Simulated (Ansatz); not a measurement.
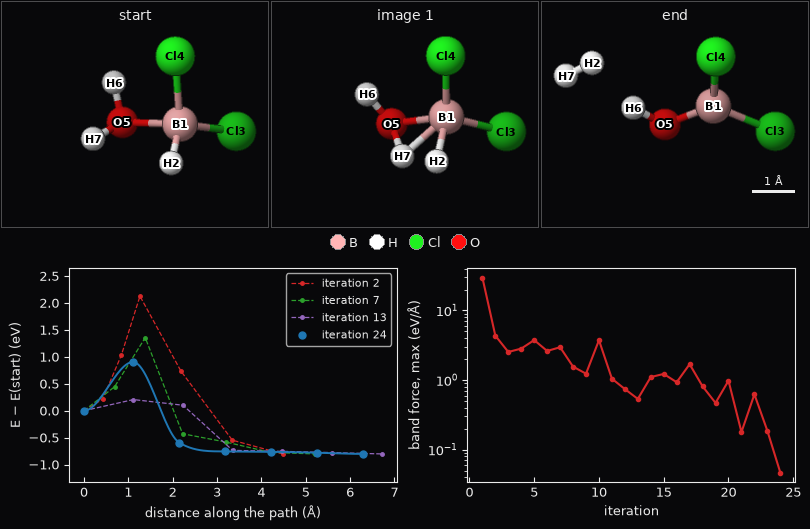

A search for the minimum-energy path of BH3OCl2 by the nudged elastic band. Images are numbered from 0 (start) to 6 (end). The plot follows the band through its iterations. A ball-and-stick model, seen at a tilt.

All numbers below come from RKS PBE-D4/def2-SVP (Ansatz 0.2.0).

The input:
```yaml
crystal:
  periodic: [false, false, false]
  atoms:
    - { symbol: B, position_ang: [0.083708, -0.030868, 0.102771] }
    - { symbol: H, position_ang: [0.059959, 0.582893, 1.153382] }
    - { symbol: Cl, position_ang: [1.534522, 0.219497, -0.939712] }
    - { symbol: Cl, position_ang: [-1.532192, -0.060948, -0.791998] }
    - { symbol: O, position_ang: [0.183446, -1.643445, 0.622897] }
    - { symbol: H, position_ang: [-0.460023, -2.09154, 0.021857] }
    - { symbol: H, position_ang: [-0.23502, -1.66309, 1.510004] }
basis:
  gaussian: { orbitals: def2-SVP }
hamiltonian:
  xc: pbe
  dispersion: d4
neb:
  order_check: false
  images: 5
  f_tol: 0.05
  max_iterations: 60
  final_atoms:
    - { symbol: B, position_ang: [0.50244205, -0.268123, -0.7775876] }
    - { symbol: H, position_ang: [-1.35993469, -0.99814291, 1.91274438] }
    - { symbol: Cl, position_ang: [1.54655982, 0.06564836, -2.1545598] }
    - { symbol: Cl, position_ang: [-0.96084964, 0.71842645, -0.52420894] }
    - { symbol: O, position_ang: [0.82943505, -1.2682646, 0.0648375] }
    - { symbol: H, position_ang: [0.18541481, -1.36627229, 0.7949965] }
    - { symbol: H, position_ang: [-1.1086674, -1.57077303, 2.36297897] }
  initial_path:
    images:
      - { positions_ang: [[0.083708, -0.030868, 0.102771], [0.059959, 0.582893, 1.153382], [1.534522, 0.219497, -0.939712], [-1.532192, -0.060948, -0.791998], [0.183446, -1.643445, 0.622897], [-0.460023, -2.09154, 0.021857], [-0.23502, -1.66309, 1.510004]] }
      - { positions_ang: [[0.04870152, -0.01894163, 0.07194317], [0.03204352, 0.3824211, 1.28562374], [1.55306069, 0.17004567, -0.93188209], [-1.56471817, -0.05163786, -0.83566032], [0.15621277, -1.63601221, 0.59026542], [-0.44820145, -2.1322487, -0.01913982], [-0.14269888, -1.40112737, 1.5180509]] }
      - { positions_ang: [[0.01369503, -0.00701525, 0.04111534], [0.00412805, 0.1819492, 1.41786547], [1.57159938, 0.12059435, -0.92405219], [-1.59724435, -0.04232773, -0.87932263], [0.12897953, -1.62857942, 0.55763385], [-0.4363799, -2.17295741, -0.06013663], [-0.05037775, -1.13916474, 1.5260978]] }
      - { positions_ang: [[-0.02131145, 0.00491112, 0.0102875], [-0.02378743, -0.0185227, 1.55010721], [1.59013808, 0.07114302, -0.91622228], [-1.62977052, -0.03301759, -0.92298495], [0.1017463, -1.62114663, 0.52500227], [-0.42455835, -2.21366611, -0.10113345], [0.04194337, -0.87720211, 1.5341447]] }
      - { positions_ang: [[0.15327305, -0.08610025, -0.25233753], [-0.46916985, -0.34506277, 1.67098627], [1.57561199, 0.06931147, -1.32900146], [-1.40679689, 0.21746376, -0.79005961], [0.34430922, -1.50351929, 0.37161401], [-0.22123396, -1.93120151, 0.19757654], [-0.34159355, -1.10839241, 1.81042279]] }
      - { positions_ang: [[0.32785755, -0.17711162, -0.51496257], [-0.91455227, -0.67160284, 1.79186532], [1.56108591, 0.06747992, -1.74178063], [-1.18382326, 0.4679451, -0.65713428], [0.58687214, -1.38589194, 0.21822576], [-0.01790957, -1.6487369, 0.49628652], [-0.72513048, -1.33958272, 2.08670088]] }
      - { positions_ang: [[0.50244205, -0.268123, -0.7775876], [-1.35993469, -0.99814291, 1.91274438], [1.54655982, 0.06564836, -2.1545598], [-0.96084964, 0.71842645, -0.52420894], [0.82943505, -1.2682646, 0.0648375], [0.18541481, -1.36627229, 0.7949965], [-1.1086674, -1.57077303, 2.36297897]] }
```

Run as
```bash
ansatz run input.yaml --threads 2 --pin off --max-ram 3072MiB --backend cpu --events-out ev --progress --plain --runs-dir out
```

Question: Did the band converge, and can the barrier be trusted?

Answer: The result is final at these settings. The band converged in 24 iterations. The largest component of the band force went from 30 to 0.047 eV/Å. The climbing image converged on the top of the path. Its vibrational analysis gives one imaginary mode (1209i cm⁻¹), as a transition state must have. The first iteration put the highest image at 5.27 eV. Forward barrier 0.90 eV, backward barrier 1.71 eV, with image 1 at the top; the reaction energy is −0.80 eV.
